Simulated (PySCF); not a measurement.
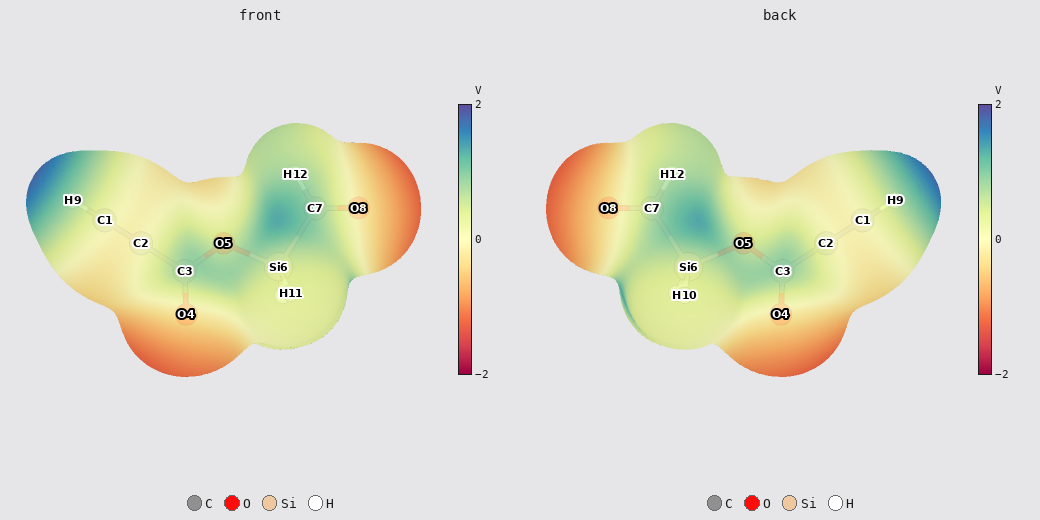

Figure. C4H4O3Si (SMILES C#CC(=O)O[SiH2]C=O). The molecular electrostatic potential painted on the density surface at 0.001 e/bohr³, seen from the front and from behind; red is negative and blue positive.

Geometry: GFN2-xTB.

All numbers below come from PySCF, PBE0/pcSseg-1, SCF density, gas phase, non-relativistic.

The calculation's input:

```
{"job": {"kind": "nmr", "xc": "PBE0", "basis": "pcSseg-1"}, "charge": 0, "multiplicity": 1}
C      3.460399     0.072798     0.627391
C      2.373669    -0.368614     0.373323
C      1.075256    -0.907011     0.062180
O      0.862549    -2.052844    -0.224965
O      0.118704     0.019529     0.127165
Si    -1.467752    -0.341688    -0.198583
C     -2.248779     1.383334     0.099417
O     -3.421190     1.603844    -0.054258
H      4.412790     0.457120     0.851038
H     -1.972158    -1.316294     0.760002
H     -1.611655    -0.758687    -1.587045
H     -1.580633     2.207826     0.432466
```

Launched as:

```sh
OMP_NUM_THREADS=1 python probes_run.py task.json out
```

Question: Describe the electrostatic potential map.

Answer: The most negative region (about −1.2 V) lies over O4 and O8, the most positive (about +1.7 V) over H9.
